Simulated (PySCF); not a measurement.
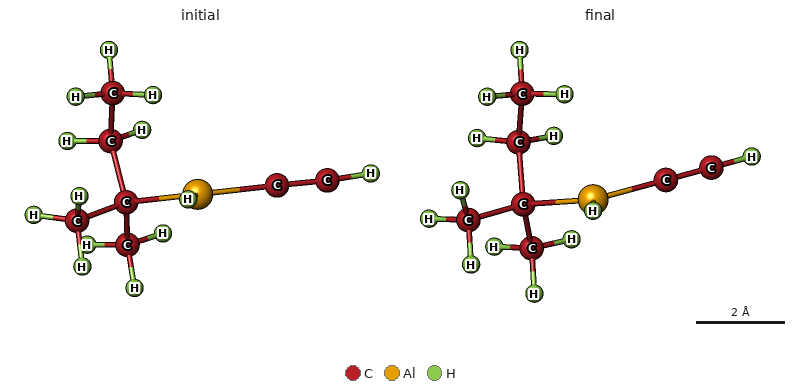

The structure of C₇H₁₃Al before (left) and after (right) a relaxation, at one scale.

The picture is a ball-and-stick view, seen at a tilt.

The start comes from GFN2-xTB. Its atoms were then displaced at random by about 0.01 Å.

Method: PySCF, PBE0-D3(BJ)/def2-SVP geometry optimisation, gas phase. 

> Describe what moved and what it gained.

After 9 geometry steps the energy has fallen by 28.0 kJ/mol. An H atom moves most after the best rigid fit: 0.72 Å. Largest moves by element: H 0.72 Å, C 0.52 Å, Al 0.20 Å. Some distances before and after: Al–C 3.095 → 3.004 Å, C–H 1.065 → 1.103 Å, Al–C 1.954 → 1.923 Å, C–C 1.555 → 1.530 Å. Bond angles that change, for instance: C–Al–H 116.2° → 124.9°, C–Al–C 124.5° → 116.8°, Al–C–C 104.6° → 111.5°.
